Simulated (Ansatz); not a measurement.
**C4H2 (1,3-butadiyne): MP2/aug-cc-pVDZ**

What is the electronic atomisation energy of C4H2 (1,3-butadiyne) at MP2/aug-cc-pVDZ? 

The results are computed with Ansatz 0.2.0.

43 further runs of the same task are left out: 16 that didn't finish, 27 set aside as unsound or not needed.

**1. The system as given**

The species is C4H2 (6 atoms), meant as a singlet with charge 0. SMILES: `C#CC#C`. Geometry: relaxed at PBE0-D4/def2-TZVP.

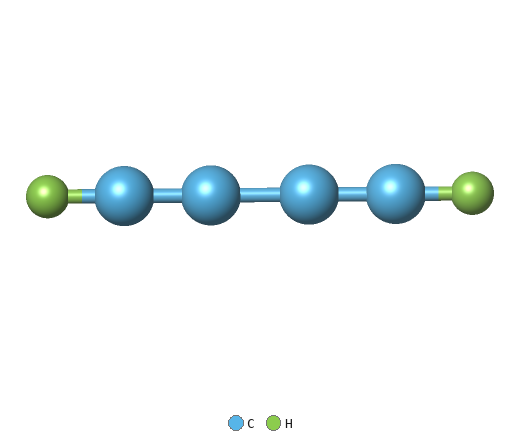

The structure, seen from a chosen angle (carbon blue, hydrogen green).

**2. A single-point energy at MP2/aug-cc-pVDZ**

run.yaml reads:

```yaml
basis:
  gaussian:
    orbitals: aug-cc-pVDZ
crystal:
  periodic: [false, false, false]
  atoms:
    - {symbol: C, position_ang: [1.419140, -1.102190, 0.574700]}
    - {symbol: C, position_ang: [0.512970, -0.398530, 0.207720]}
    - {symbol: C, position_ang: [-0.513080, 0.398350, -0.207780]}
    - {symbol: C, position_ang: [-1.419150, 1.102170, -0.574710]}
    - {symbol: H, position_ang: [2.219890, -1.723930, 0.898960]}
    - {symbol: H, position_ang: [-2.219770, 1.724120, -0.898890]}
correlation:
  method: mp2
  frozen_orbitals: {C: 1, H: 0}
accuracy: high
```

Command:

```console
ansatz run run.yaml --threads 1 --pin off --max-ram 3480MiB --events-out events.jsonl --progress --plain --runs-dir runs
```

Standard output:

```text
Warning: RAYON_NUM_THREADS=1 ignored (pool sized by the plan → 1); use --threads N
Functional definition: HF
  name "HF"
  exchange = exact_x
  correlation = 0
1790 factors; integrals over basis functions are off by at most 2.5e-9 eV
mean field evaluation 1: about -4147.8775 eV, gradient 2.6e1 eV
mean field evaluation 2: about -4147.8763 eV, gradient 2.6e1 eV
mean field evaluation 4: about -4150.0295 eV, gradient 4.5e0 eV
mean field evaluation 8: about -4150.0823 eV, gradient 2.3e-2 eV
mean field -4150.08233944 eV, -152.5127129477 hartree, gradient 4.0e-8 eV, S^2 0.000000; 0 other end points of the search recorded, 0 dependent functions left out; unrestricted orbitals would lower it
mean field evaluation 16: about -4150.1288 eV, gradient 1.2e-1 eV
4 core orbitals not correlated: weight in the atoms' cores, before any rotation towards them, 1.000 or more for the frozen orbitals, at most 0.000 for the correlated occupied ones
reference -4150.08233944 eV, -152.5127129477 hartree; 9, 9 occupied and 97, 97 virtual orbitals, 1790 factors
second order -13.88633590 eV of doubles, -0.00000000 eV of singles
Total energy: -4163.96867535 eV, -153.0230263797 hartree
```

It took 8.1 s on 1 thread of Intel Xeon Platinum 8175M at 2.50GHz (Skylake/Cascade Lake), shared host; peak memory 0.25 GiB.

**3. The C atom, same level**

job.yaml reads:

```yaml
basis:
  gaussian:
    orbitals: aug-cc-pVDZ
crystal:
  periodic: [false, false, false]
  atoms:
    - {symbol: C, position_ang: [0.000000, 0.000000, 0.000000]}
magnetization:
  spin_polarized: true
  initial_magnetization: 2
correlation:
  method: mp2
  frozen_orbitals: {C: 1}
accuracy: high
```

Run the same way, it converges to -37.74146 Eh (log not shown).

**4. The H atom: a single-point energy at UHF/aug-cc-pVDZ**

molecule.yaml reads:

```yaml
crystal:
  periodic: [false, false, false]
  atoms:
    - {symbol: H, position_ang: [0.000000, 0.000000, 0.000000]}
basis:
  gaussian:
    orbitals: aug-cc-pVDZ
magnetization:
  spin_polarized: true
  initial_magnetization: 1
hamiltonian:
  xc: hf
accuracy: high
```

Run the same way, it converges to -0.49933 Eh (log not shown).

**5. Summary of results**

Level: MP2/aug-cc-pVDZ, 4 core orbitals frozen.

```
                                             quantity          value
                               molecule: total energy  -153.02303 Eh
molecule: correlation energy (4 core orbitals frozen)     -510.3 mEh
                                 C atom: total energy   -37.74146 Eh
   C atom: correlation energy (1 core orbital frozen)      -53.7 mEh
            C atom: ⟨S²⟩ of the reference determinant          2.010
                                 H atom: total energy    -0.49933 Eh
                                         H atom: ⟨S²⟩          0.750
                        electronic atomisation energy      28.803 eV
```

In words: Taking the molecule apart into free atoms costs 28.80 eV (664 kcal/mol), before zero-point energy and without spin-orbit coupling. The restricted solution (molecule) is unstable to spin breaking: an unrestricted one lies lower.
